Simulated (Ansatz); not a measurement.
Molecular dynamics, with input and output: MgBH$_{3}$O

System: MgBH$_{3}$O, SMILES B[O][MgH].
Method: RKS PBE0-D4/def2-SVP (Ansatz 0.2.0).

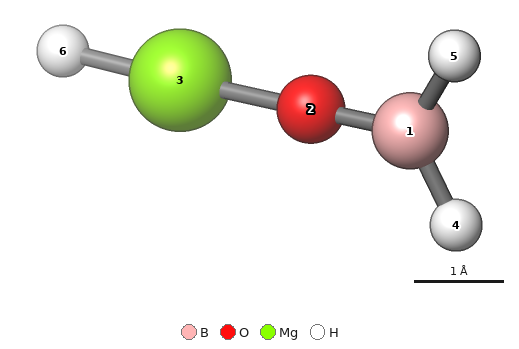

**Figure 1.** The starting structure (ball-and-stick view, seen at a tilt; atoms are numbered from 1 in the order of the input). Sticks mark near contacts. Bond lengths as drawn: B–H 1.19 Å, B–O 1.31 Å, H–Mg 1.54 Å and Mg–O 1.73 Å.

**The input**
```yaml
crystal:
  periodic: [false, false, false]
  atoms:
    - {symbol: B, position_ang: [-0.878200, 0.280440, -0.902710]}
    - {symbol: O, position_ang: [0.016970, -0.015570, 0.009710]}
    - {symbol: Mg, position_ang: [1.194200, -0.396150, 1.215050]}
    - {symbol: H, position_ang: [-0.941050, -0.358980, -1.905670]}
    - {symbol: H, position_ang: [-1.628760, 1.189650, -0.728580]}
    - {symbol: H, position_ang: [2.236840, -0.699400, 2.312200]}
basis:
  gaussian: {orbitals: def2-SVP}
hamiltonian: {xc: pbe0, dispersion: d4}
md: {n_steps: 30, timestep: 0.75, temperature: 1500, ensemble: nose, seed: 779, friction: 0.05, initial_velocities: maxwell_boltzmann}
```

Machine: 1 CPU thread, shared host.

Launch command:
```bash
ansatz run in.yaml --threads 1 --pin off --events-out ev --progress --plain --max-ram 4352MiB
```

**Log**
```
Error: YAML parse error: error: line 13 column 64: unknown variant `nose`, expected one of nve, nve_milne, nvt_langevin, nvt_nose_hoover, npt_langevin
  --> <input>:13:64
   |
11 |   gaussian: {orbitals: def2-SVP}
12 | hamiltonian: {xc: pbe0, dispersion: d4}
13 | md: {n_steps: 30, timestep: 0.75, temperature: 1500, ensemble: nose, seed: 779, friction: 0.05, initial_velocities: maxwell_bolt…
   |                                                                ^ unknown variant `nose`, expected one of nve, nve_milne, nvt_langevin, nvt_nose_hoover, npt_langevin
```

**Outcome**

| quantity | value |
| --- | --- |
| outcome | refused by the program |

**Diagnosis**

The input was spoiled on purpose: unknown ensemble. The program refused the input: “YAML parse error: error: line 13 column 64: unknown variant `nose`, expected one of nve, nve_milne, nvt_langevin, nvt_nose_hoover, npt_langevin --> <input>:13:64 | 11 | gaussian: {orbitals: def2-SVP} 12 | hamiltonian: {xc: pbe0, dispersion: d4} 13 | md: {n_steps: 30, timestep: 0.75, temperature: 1500, ensemble: nose, …”
